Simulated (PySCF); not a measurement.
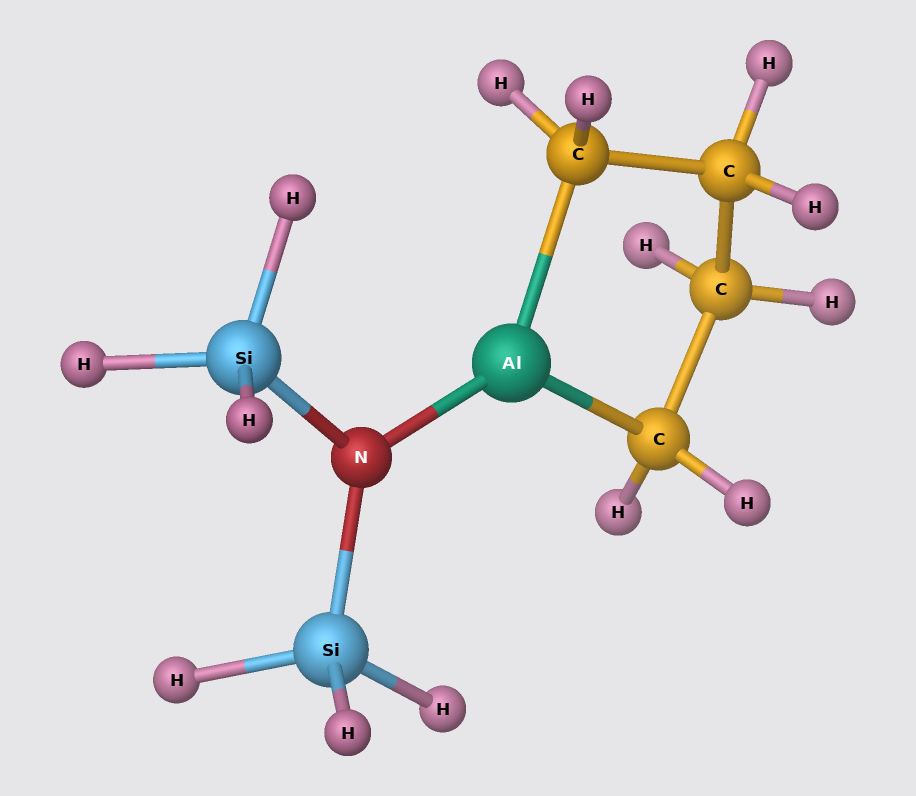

The picture shows a molecular structure as a ball-and-stick model. Every bond is drawn as one stick, whatever its order.

What does the picture show?

It has 22 atoms: 4 carbon, 14 hydrogen, 1 aluminium, 1 nitrogen and 2 silicon (C4H14AlNSi2). Its SMILES string is `[SiH3][N]([SiH3])[Al]1[CH2]CC[CH2]1`. Among its groups: Si–H bond, Si–N bond. The point group is C2. Coordination: 2 Si tetrahedral; 1 N trigonal planar; 1 Al trigonal planar; 4 C tetrahedral.

The parts below concern this one geometry. Atoms keep their numbers from picture to picture. The geometry was computed by an optimisation with PBE0-D3(BJ)/def2-SVP. No frequency run is at hand to confirm it as a minimum.

Geometry

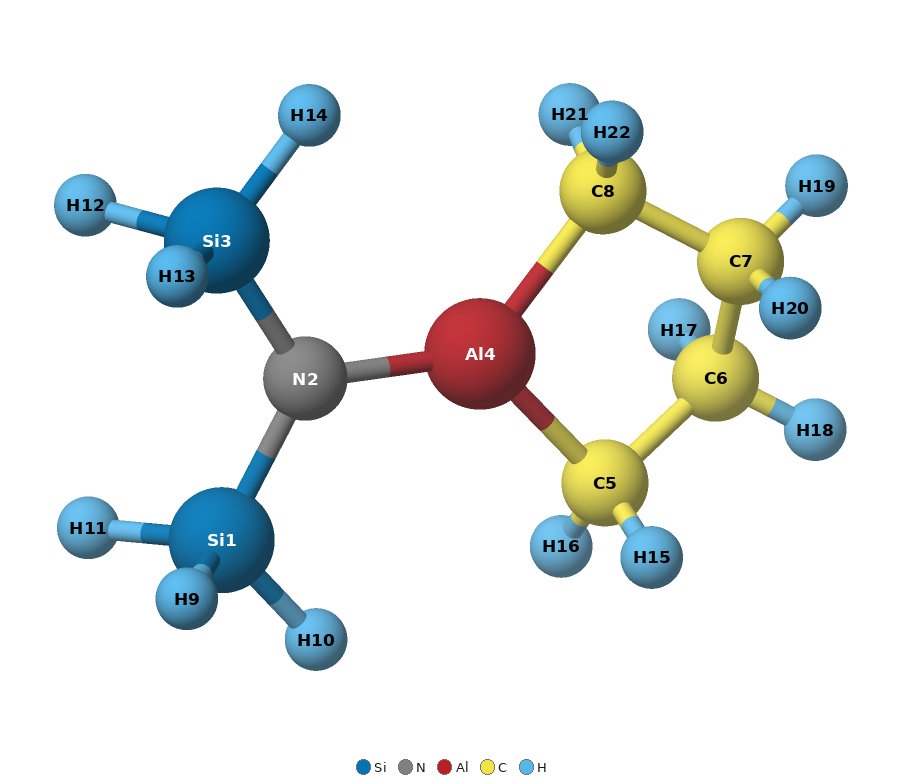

Atoms carry their numbers in the input. No frequency run is at hand to confirm it as a minimum.

Estimate the angles Si1–N2–Si3, N2–Si1–H10, N2–Si1–H11, N2–Al4–C5, Al4–C5–C6, Al4–C5–H16, C5–Al4–C8, C5–C6–C7, C5–C6–H17, C6–C5–H15, C6–C5–H16, C7–C6–H18.

| angle | degrees |
| --- | --- |
| Si1–N2–Si3 | 118.8 |
| N2–Si1–H10 | 108.9 |
| N2–Si1–H11 | 111.2 |
| N2–Al4–C5 | 130.8 |
| Al4–C5–C6 | 99.3 |
| Al4–C5–H16 | 118.0 |
| C5–Al4–C8 | 98.1 |
| C5–C6–C7 | 111.6 |
| C5–C6–H17 | 109.1 |
| C6–C5–H15 | 110.4 |
| C6–C5–H16 | 112.8 |
| C7–C6–H18 | 109.9 |

NMR shielding

The questions are on isotropic NMR shieldings of the H atoms. No frequency run is at hand to confirm it as a minimum. Properties computed with GIAO B3LYP/pcSseg-1 NMR shielding, non-relativistic, gas phase (PySCF 2.14.0).

Give the isotropic NMR shieldings of the H atoms atom by atom.

| atom | σ (ppm) |
| --- | --- |
| H9 | 26.68 |
| H10 | 26.52 |
| H11 | 26.67 |
| H12 | 26.68 |
| H13 | 26.67 |
| H14 | 26.51 |
| H15 | 31.51 |
| H16 | 30.95 |
| H17 | 30.45 |
| H18 | 29.23 |
| H19 | 29.23 |
| H20 | 30.44 |
| H21 | 31.51 |
| H22 | 30.95 |

Charges

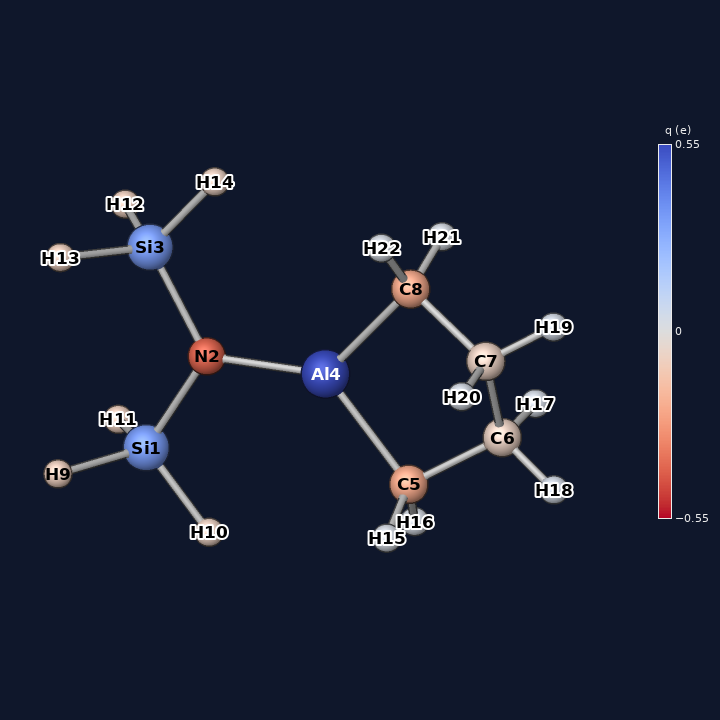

Atoms are coloured by their Hirshfeld charges. No frequency run is at hand to confirm it as a minimum. Level of theory: PBE0/pcSseg-1, gas phase (PySCF 2.14.0).

**Which atom carries the highest charge (most positive or least negative)?**

Al4 (0.55 e).

**And the lowest?**

N2 (−0.40 e).

Give the Hirshfeld charges atom by atom.

```csv
atom,value (e)
Si1,0.33
N2,−0.40
Si3,0.33
Al4,0.55
C5,−0.22
C6,−0.07
C7,−0.07
C8,−0.22
H9,−0.08
H10,−0.07
H11,−0.08
H12,−0.08
H13,−0.08
H14,−0.07
H15,0.03
H16,0.03
H17,0.03
H18,0.03
H19,0.03
H20,0.03
H21,0.03
H22,0.03
```

Electronic properties

No frequency run is at hand to confirm it as a minimum. Method: CAM-B3LYP/def2-SVPD, gas phase (PySCF 2.14.0). Excitations: vertical, linear response.

Computed properties:

- dipole moment: 0.42 D
- HOMO energy (Kohn–Sham orbital): −8.36 eV
- LUMO energy (Kohn–Sham orbital): 0.32 eV
- HOMO–LUMO gap: 8.68 eV
- mean static polarisability: 130.1 bohr³
- lowest vertical singlet excitation: 5.45 eV
- its oscillator strength: 0.000
- brightest of the 10 lowest singlets: 7.11 eV
- its oscillator strength: 0.16
